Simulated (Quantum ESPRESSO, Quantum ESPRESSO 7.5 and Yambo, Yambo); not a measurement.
# Quasiparticle gap of InSe (GaSe type monolayer) in Yambo

Aim: the G0W0 gap of InSe (GaSe type monolayer) on PBEsol, step by step.

Method: PBEsol and many-body steps on it, plane waves, in Quantum ESPRESSO 7.5 and Yambo 5.3.0.

**What was measured.**

- Gap 2.84 ± 0.05 eV: optical, A exciton (c-v at Gamma) from PL; photoluminescence; 300 K; monolayer (exfoliated monolayer) (“Indirect to direct gap crossover in two-dimensional InSe revealed by ARPES”, 2019, arxiv:1901.06943).

**1. The structure**

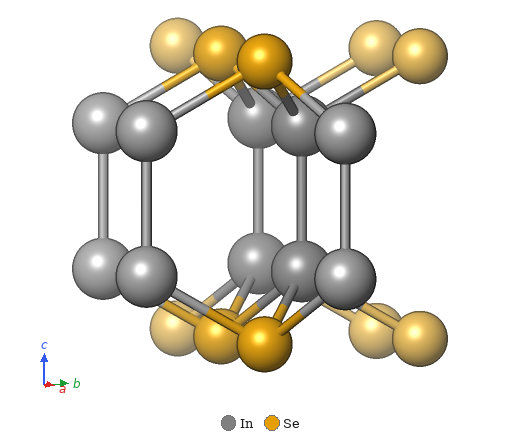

The cell as given, from the side, with the c axis up (indium grey, selenium orange). 2×1×1 cells are drawn. Some periodic images of atoms are drawn too.

The cell holds 4 atoms: 2 In and 2 Se. Cell: a = 3.957 Å, b = 3.957 Å, c = 19.000 Å, α = 90.0°, β = 90.0°, γ = 120.0°. Vacuum lies along c.

The structure was relaxed with PBEsol-D3(BJ). The runs that relaxed it are not among those shown.

**2. Ground state**

This step: Quantum ESPRESSO 7.5; DFT, PBEsol, plane waves, norm-conserving pseudopotentials.

The ground-state density comes first.

Input file pw.in:

```
&control
  calculation = 'scf'
  prefix = 'x'
  outdir = 'o'
  pseudo_dir = 'pseudo'
/
&system
  ibrav = 0
  nat = 4
  ntyp = 2
  ecutwfc = 104.0
  nbnd = 51
  force_symmorphic = .true.
/
&electrons
  conv_thr = 1e-10
  electron_maxstep = 80
  mixing_beta = 0.5
/
ATOMIC_SPECIES
  In 114.82 In.upf
  Se 78.971 Se.upf
CELL_PARAMETERS angstrom
  3.9567306721 -0.0000000000 0.0000000000
  -1.9783653360 3.4266292780 0.0000000000
  0.0000000000 0.0000000000 19.0000000000
ATOMIC_POSITIONS crystal
  In 0.3333333333 0.6666666667 0.5725359841
  In 0.3333333333 0.6666666667 0.4274640159
  Se 0.6666666667 0.3333333333 0.6409379668
  Se 0.6666666667 0.3333333333 0.3590620332
K_POINTS automatic
  9 9 1 0 0 0
```

Launch:

```sh
OMP_NUM_THREADS=1 mpirun -n 4 pw.x -nk 4 -in pw.in > pw.out
```

The program printed:

```text
Program PWSCF v.7.5 starts

     This program is part of the open-source Quantum ESPRESSO suite
     for quantum simulation of materials; please cite
         "P. Giannozzi et al., J. Phys.:Condens. Matter 21 395502 (2009);
         "P. Giannozzi et al., J. Phys.:Condens. Matter 29 465901 (2017);
         "P. Giannozzi et al., J. Chem. Phys. 152 154105 (2020);
     in publications or presentations arising from this work. More details at
     Message from routine setup:
     using ibrav=0 with symmetry is DISCOURAGED, use correct ibrav instead

     G-vector sticks info

     bravais-lattice index     =            0
     lattice parameter (alat)  =       7.4771  a.u.
     unit-cell volume          =    1738.4164 (a.u.)^3
     number of atoms/cell      =            4
     number of atomic types    =            2
     number of electrons       =        90.00
     number of Kohn-Sham states=           51
     kinetic-energy cutoff     =     104.0000  Ry
     charge density cutoff     =     416.0000  Ry
     scf convergence threshold =      1.0E-10
     mixing beta               =       0.5000
     number of iterations used =            8  plain     mixing
     Exchange-correlation= PBESOL
                           (   1   4  10   8   0   0   0)

     celldm(1)=   7.477137  celldm(2)=   0.000000  celldm(3)=   0.000000
     celldm(4)=   0.000000  celldm(5)=   0.000000  celldm(6)=   0.000000

     crystal axes: (cart. coord. in units of alat)
               a(1) = (   1.000000  -0.000000   0.000000 )
               a(2) = (  -0.500000   0.866025   0.000000 )
               a(3) = (   0.000000   0.000000   4.801944 )

     reciprocal axes: (cart. coord. in units 2 pi/alat)
               b(1) = (  1.000000  0.577350 -0.000000 )
               b(2) = (  0.000000  1.154701 -0.000000 )
               b(3) = ( -0.000000 -0.000000  0.208249 )
     Pseudo is Norm-conserving + core correction, Zval = 21.0
     Generated using ONCVPSP code by D. R. Hamann
     Using radial grid of 1940 points,  6 beta functions with:
     Pseudo is Norm-conserving + core correction, Zval = 24.0
     Generated using ONCVPSP code by D. R. Hamann
     Using radial grid of 1198 points,  6 beta functions with:
     In               21.00   114.82000     In( 1.00)
     Se               24.00    78.97100     Se( 1.00)

     12 Sym. Ops. (no inversion) found

   Cartesian axes

     site n.     atom                  positions (alat units)
         1        In     tau(   1) = (  -0.0000000   0.5773503   2.7492859  )
         2        In     tau(   2) = (  -0.0000000   0.5773503   2.0526584  )
         3        Se     tau(   3) = (   0.5000000   0.2886751   3.0777484  )
         4        Se     tau(   4) = (   0.5000000   0.2886751   1.7241959  )

     number of k points=    12
                       cart. coord. in units 2pi/alat
        k(    1) = (   0.0000000   0.0000000   0.0000000), wk =   0.0246914
        k(    2) = (   0.0000000   0.1283001   0.0000000), wk =   0.1481481
        k(    3) = (   0.0000000   0.2566001   0.0000000), wk =   0.1481481
        k(    4) = (   0.0000000   0.3849002   0.0000000), wk =   0.1481481
        k(    5) = (   0.0000000   0.5132002   0.0000000), wk =   0.1481481
        k(    6) = (   0.1111111   0.1924501   0.0000000), wk =   0.1481481
        k(    7) = (   0.1111111   0.3207501   0.0000000), wk =   0.2962963
        k(    8) = (   0.1111111   0.4490502   0.0000000), wk =   0.2962963
        k(    9) = (   0.1111111   0.5773503   0.0000000), wk =   0.1481481
        k(   10) = (   0.2222222   0.3849002   0.0000000), wk =   0.1481481
        k(   11) = (   0.2222222   0.5132002   0.0000000), wk =   0.2962963
        k(   12) = (   0.3333333   0.5773503   0.0000000), wk =   0.0493827

     Dense  grid:   249131 G-vectors     FFT dimensions: (  50,  50, 240)

     Initial potential from superposition of free atoms

     starting charge      89.9929, renormalised to      90.0000
     Starting wfcs are   52 randomized atomic wfcs

     per-process dynamical memory:   235.9 Mb

     Self-consistent Calculation

     iteration #  1     ecut=   104.00 Ry     beta= 0.50

     Threshold (ethr) on eigenvalues was too large:
     Diagonalizing with lowered threshold

     total energy              =   -2149.61853371 Ry
     estimated scf accuracy    <       0.12397000 Ry

     iteration #  2     ecut=   104.00 Ry     beta= 0.50

     total energy              =   -2149.62635599 Ry
     estimated scf accuracy    <       0.12154232 Ry

     iteration #  3     ecut=   104.00 Ry     beta= 0.50

     total energy              =   -2149.65113428 Ry
     estimated scf accuracy    <       0.01458856 Ry

     iteration #  4     ecut=   104.00 Ry     beta= 0.50

     total energy              =   -2149.65280396 Ry
     estimated scf accuracy    <       0.00062568 Ry

     iteration #  5     ecut=   104.00 Ry     beta= 0.50

     total energy              =   -2149.65284500 Ry
     estimated scf accuracy    <       0.00004541 Ry

     iteration #  6     ecut=   104.00 Ry     beta= 0.50

     total energy              =   -2149.65285182 Ry
     estimated scf accuracy    <       0.00000170 Ry

     iteration #  7     ecut=   104.00 Ry     beta= 0.50

     total energy              =   -2149.65285201 Ry
     estimated scf accuracy    <       0.00000017 Ry

     iteration #  8     ecut=   104.00 Ry     beta= 0.50

     total energy              =   -2149.65285205 Ry
     estimated scf accuracy    <          8.7E-09 Ry

     iteration #  9     ecut=   104.00 Ry     beta= 0.50

     total energy              =   -2149.65285205 Ry
     estimated scf accuracy    <          6.6E-10 Ry

     iteration # 10     ecut=   104.00 Ry     beta= 0.50

     total energy              =   -2149.65285205 Ry
     estimated scf accuracy    <          1.4E-10 Ry

     iteration # 11     ecut=   104.00 Ry     beta= 0.50

     End of self-consistent calculation

          k = 0.0000 0.0000 0.0000 ( 31041 PWs)   bands (ev):

  -206.2588-206.2588-145.9462-145.9462-145.9462-145.9462-145.9135-145.9135
  -114.1218-114.1199 -72.6502 -72.6502 -72.6480 -72.6480 -72.6279 -72.5999
   -46.3486 -46.3486 -46.3486 -46.3486 -46.3164 -46.3164 -46.3164 -46.3164
   -46.3044 -46.3044 -13.6450 -13.4355 -13.4355 -13.3385 -13.3385 -13.3308
   -13.3308 -13.1386 -13.1386 -13.1337 -12.3346 -12.1699  -5.1808  -2.7949
    -0.0198  -0.0198   0.0579   0.0579   0.2230   2.1261   3.2975   5.5187
     5.5715   5.5715   5.9061

          k = 0.0000 0.1283 0.0000 ( 31083 PWs)   bands (ev):

  -206.2588-206.2588-145.9462-145.9462-145.9462-145.9462-145.9135-145.9135
  -114.1218-114.1199 -72.6502 -72.6502 -72.6481 -72.6480 -72.6279 -72.5999
   -46.3486 -46.3486 -46.3486 -46.3486 -46.3164 -46.3164 -46.3164 -46.3164
   -46.3044 -46.3044 -13.6448 -13.4879 -13.4338 -13.4016 -13.3349 -13.3287
   -13.3233 -13.1771 -13.1398 -13.0740 -12.1904 -12.0367  -5.1058  -2.8226
    -0.7392  -0.6236  -0.1817  -0.0850   0.2874   2.7226   3.9277   4.9085
     5.6895   5.6920   5.9474

          k = 0.0000 0.2566 0.0000 ( 31143 PWs)   bands (ev):

  -206.2588-206.2588-145.9462-145.9462-145.9462-145.9462-145.9135-145.9135
  -114.1218-114.1199 -72.6503 -72.6502 -72.6482 -72.6481 -72.6279 -72.5998
   -46.3486 -46.3486 -46.3485 -46.3485 -46.3165 -46.3165 -46.3164 -46.3164
   -46.3044 -46.3044 -13.6655 -13.5674 -13.5181 -13.4322 -13.3451 -13.3038
   -13.3014 -13.1954 -13.1425 -13.0226 -11.8359 -11.7021  -4.9594  -3.1397
    -1.8354  -1.3764  -0.5465  -0.4110   0.2791   3.2751   3.4943   5.2567
     5.3682   5.8317   6.1136

          k = 0.0000 0.3849 0.0000 ( 31165 PWs)   bands (ev):

     [... further k-points ...]

     highest occupied, lowest unoccupied level (ev):     0.3054    2.1261

!    total energy              =   -2149.65285205 Ry
     estimated scf accuracy    <          1.9E-12 Ry

     The total energy is the sum of the following terms:
     one-electron contribution =   -6319.79240821 Ry
     hartree contribution      =    3083.33670952 Ry
     xc contribution           =    -225.73854178 Ry
     ewald contribution        =    1312.54138843 Ry

     convergence has been achieved in  11 iterations

     XML data file, charge density, pseudopotentials, collected wavefunctions

=------------------------------------------------------------------------------=
   JOB DONE.
=------------------------------------------------------------------------------=
```

It took 94 s on 4 MPI ranks of Arm Neoverse V2, shared host; peak memory 1.6 GiB; 6.3 min of CPU time.

Numbers from this step:

| Item | Value |
| --- | --- |
| total energy | -29247.5170 eV |
| gap | 1.821 eV |
| k of the valence top | 0.1111, 0.1111, 0 |
| k of the conduction bottom | 0, 0, 0 |
| least direct gap | 1.903 eV |

The gap is indirect, with the least direct gap 0.08 eV higher.

**3. Bands along the symmetry lines**

Levels along a band path, at the cheap level, show where the edges lie and whether the meshes to come will hold them.

Input file pw.in:

```
&control
  calculation = 'bands'
  prefix = 'x'
  outdir = 'o'
  pseudo_dir = 'pseudo'
/
&system
  ibrav = 0
  nat = 4
  ntyp = 2
  ecutwfc = 104.0
  nbnd = 51
  force_symmorphic = .true.
/
&electrons
  conv_thr = 1e-9
  electron_maxstep = 80
  diago_full_acc = .true.
  diago_thr_init = 5e-6
/
ATOMIC_SPECIES
  In 114.82 In.upf
  Se 78.971 Se.upf
CELL_PARAMETERS angstrom
  3.9567306721 -0.0000000000 0.0000000000
  -1.9783653360 3.4266292780 0.0000000000
  0.0000000000 0.0000000000 19.0000000000
ATOMIC_POSITIONS crystal
  In 0.3333333333 0.6666666667 0.5725359841
  In 0.3333333333 0.6666666667 0.4274640159
  Se 0.6666666667 0.3333333333 0.6409379668
  Se 0.6666666667 0.3333333333 0.3590620332
K_POINTS crystal
  25
  0.00000000 0.00000000 0.00000000 1
  0.06250000 0.00000000 0.00000000 1
  0.12500000 0.00000000 0.00000000 1
  0.18750000 0.00000000 0.00000000 1
  0.25000000 0.00000000 0.00000000 1
  0.31250000 0.00000000 0.00000000 1
  0.37500000 0.00000000 0.00000000 1
  0.43750000 0.00000000 0.00000000 1
  0.50000000 0.00000000 0.00000000 1
  0.47916667 0.04166667 0.00000000 1
  0.45833333 0.08333333 0.00000000 1
  0.43750000 0.12500000 0.00000000 1
  0.41666666 0.16666666 0.00000000 1
  0.39583333 0.20833333 0.00000000 1
  0.37500000 0.25000000 0.00000000 1
  0.35416666 0.29166666 0.00000000 1
  0.33333333 0.33333333 0.00000000 1
  0.29166666 0.29166666 0.00000000 1
  0.25000000 0.25000000 0.00000000 1
  0.20833333 0.20833333 0.00000000 1
  0.16666666 0.16666666 0.00000000 1
  0.12500000 0.12500000 0.00000000 1
  0.08333333 0.08333333 0.00000000 1
  0.04166667 0.04166667 0.00000000 1
  0.00000000 0.00000000 0.00000000 1
```

The program printed:

```text
[banner, memory and clock lines left out]
Program PWSCF v.7.5 starts

     Atomic positions and unit cell read from directory:
     o/x.save/

     Message from routine setup:
     using ibrav=0 with symmetry is DISCOURAGED, use correct ibrav instead

     G-vector sticks info

     bravais-lattice index     =            0
     lattice parameter (alat)  =       7.4771  a.u.
     unit-cell volume          =    1738.4164 (a.u.)^3
     number of atoms/cell      =            4
     number of atomic types    =            2
     number of electrons       =        90.00
     number of Kohn-Sham states=           51
     kinetic-energy cutoff     =     104.0000  Ry
     charge density cutoff     =     416.0000  Ry
     Exchange-correlation= PBESOL
                           (   1   4  10   8   0   0   0)

     celldm(1)=   7.477137  celldm(2)=   0.000000  celldm(3)=   0.000000
     celldm(4)=   0.000000  celldm(5)=   0.000000  celldm(6)=   0.000000

     crystal axes: (cart. coord. in units of alat)
               a(1) = (   1.000000  -0.000000   0.000000 )
               a(2) = (  -0.500000   0.866025   0.000000 )
               a(3) = (   0.000000   0.000000   4.801944 )

     reciprocal axes: (cart. coord. in units 2 pi/alat)
               b(1) = (  1.000000  0.577350 -0.000000 )
               b(2) = (  0.000000  1.154701 -0.000000 )
               b(3) = ( -0.000000 -0.000000  0.208249 )
     Pseudo is Norm-conserving + core correction, Zval = 21.0
     Generated using ONCVPSP code by D. R. Hamann
     Using radial grid of 1940 points,  6 beta functions with:
     Pseudo is Norm-conserving + core correction, Zval = 24.0
     Generated using ONCVPSP code by D. R. Hamann
     Using radial grid of 1198 points,  6 beta functions with:
     In               21.00   114.82000     In( 1.00)
     Se               24.00    78.97100     Se( 1.00)

     12 Sym. Ops. (no inversion) found

   Cartesian axes

     site n.     atom                  positions (alat units)
         1        In     tau(   1) = (  -0.0000000   0.5773503   2.7492859  )
         2        In     tau(   2) = (  -0.0000000   0.5773503   2.0526584  )
         3        Se     tau(   3) = (   0.5000000   0.2886751   3.0777484  )
         4        Se     tau(   4) = (   0.5000000   0.2886751   1.7241959  )

     number of k points=    25
                       cart. coord. in units 2pi/alat
        k(    1) = (   0.0000000   0.0000000   0.0000000), wk =   0.0800000
        k(    2) = (   0.0625000   0.0360844   0.0000000), wk =   0.0800000
        k(    3) = (   0.1250000   0.0721688   0.0000000), wk =   0.0800000
[...]
[... 13 further rows ...]
        k(   24) = (   0.0416667   0.0721688   0.0000000), wk =   0.0800000
        k(   25) = (   0.0000000   0.0000000   0.0000000), wk =   0.0800000

     Dense  grid:   249131 G-vectors     FFT dimensions: (  50,  50, 240)

     The potential is recalculated from file :
     o/x.save/charge-density

     Starting wfcs are   52 randomized atomic wfcs

     Band Structure Calculation

     End of band structure calculation

          k = 0.0000 0.0000 0.0000 ( 31041 PWs)   bands (ev):

  -206.2588-206.2588-145.9462-145.9462-145.9462-145.9462-145.9135-145.9135
  -114.1218-114.1199 -72.6502 -72.6502 -72.6480 -72.6480 -72.6279 -72.5998
   -46.3486 -46.3486 -46.3486 -46.3486 -46.3164 -46.3164 -46.3164 -46.3164
   -46.3044 -46.3044 -13.6450 -13.4355 -13.4355 -13.3385 -13.3385 -13.3308
   -13.3308 -13.1386 -13.1386 -13.1337 -12.3346 -12.1699  -5.1808  -2.7949
[...]
5.5715   5.5715   5.9061

          k = 0.0625 0.0361 0.0000 ( 31041 PWs)   bands (ev):

  -206.2588-206.2588-145.9462-145.9462-145.9462-145.9462-145.9135-145.9135
  -114.1218-114.1199 -72.6502 -72.6502 -72.6480 -72.6480 -72.6279 -72.5998
[...]
5.5945   5.6142   5.9407

          k = 0.1250 0.0722 0.0000 ( 31071 PWs)   bands (ev):

  -206.2588-206.2588-145.9462-145.9462-145.9462-145.9462-145.9135-145.9135
  -114.1218-114.1199 -72.6502 -72.6502 -72.6481 -72.6480 -72.6279 -72.5998
[...]
5.7132   5.7299   5.9145

[...]
k = 0.0417 0.0722 0.0000 ( 31037 PWs)   bands (ev):

  -206.2588-206.2588-145.9462-145.9462-145.9462-145.9462-145.9135-145.9135
  -114.1218-114.1199 -72.6502 -72.6502 -72.6480 -72.6480 -72.6279 -72.5998
[...]
5.6021   5.6335   5.9495

          k = 0.0000 0.0000 0.0000 ( 31041 PWs)   bands (ev):

  -206.2588-206.2588-145.9462-145.9462-145.9462-145.9462-145.9135-145.9135
  -114.1218-114.1199 -72.6502 -72.6502 -72.6480 -72.6480 -72.6279 -72.5998
[...]
-13.3308 -13.1386 -13.1386 -13.1337 -12.3346 -12.1699  -5.1808  -2.7949
    -0.0198  -0.0198   0.0579   0.0579   0.2230   2.1261   3.2975   5.5187
     5.5715   5.5715   5.9061

     XML data file, pseudopotentials, collected wavefunctions
```

The job ended after 46 s (4 MPI ranks; peak memory 1.2 GiB; 3.1 min of CPU time).

This step gave:

```
gap                        : 1.825 eV
k of the valence top       : 0.0833, 0.0833, 0
k of the conduction bottom : 0, 0, 0
least direct gap           : 1.903 eV
```

The gap is 1.825 eV, +0.004 eV from the run before at this level.

Electronic bands along the path, in eV, zero at the top of the highest filled band:

```tsv
point	band 42	band 43	band 44	band 45	band 46	band 47	band 48	band 49
Γ	-0.32	-0.24	-0.24	-0.08	1.82	3.00	5.22	5.27
M	-1.56	-1.45	-1.25	-0.96	2.35	2.47	4.22	4.58
K	-2.82	-1.76	-1.27	-1.08	2.51	3.31	4.08	5.03
Γ	-0.32	-0.24	-0.24	-0.08	1.82	3.00	5.22	5.27
```

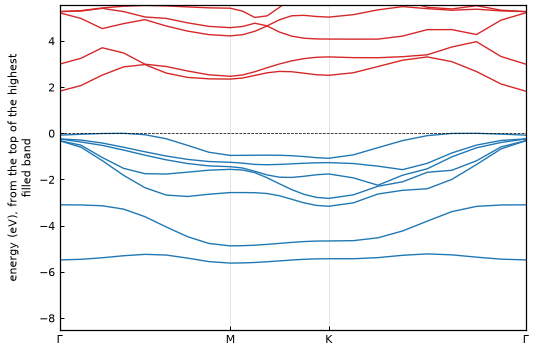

Electronic bands along the path; lines of filled and empty bands in two colours.

[end of part 1 of 3]

[Paths, hosts, dates, memory and timing lines, banners, echoed tables and standing remarks are left out of the program output.]

[Logs are printed without paths, hosts, clocks, repeated set-up lines and the standing remarks that a program may print on its own settings, such as how far it seeks lower states.]

[Runs of the session that timed out or met a known fault of the program may be left out.]

[Hosts, paths, dates, database ids (printed as entryN), source tags and the programs' standing remarks are cut or masked in the printed files.]
